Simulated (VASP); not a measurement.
Band structure of Sb (a7). Calculation: RPBE GGA, VASP's PBE PAW potentials (set 64) (plane waves; VASP 6.6.1).

Unless said otherwise, spin-orbit coupling is left out, though it shifts the bands of the heavy elements here.

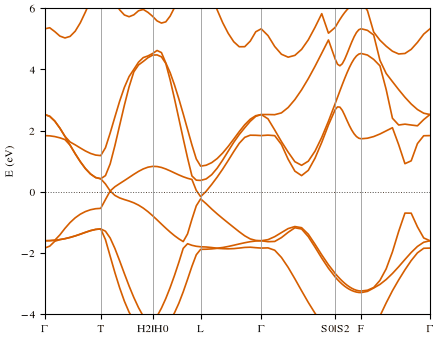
*Bands along high-symmetry lines, zero at the valence-band maximum or, without a gap, the Fermi level*

Problem. Read the plot: is there a gap, and where are the band edges?

Solution. It has no gap at this level: it comes out as a metal or semimetal. (Edges off the drawn lines would not show.)

The compound is Sb in the a7 structure. It was relaxed first, which changed the volume by +9 %.
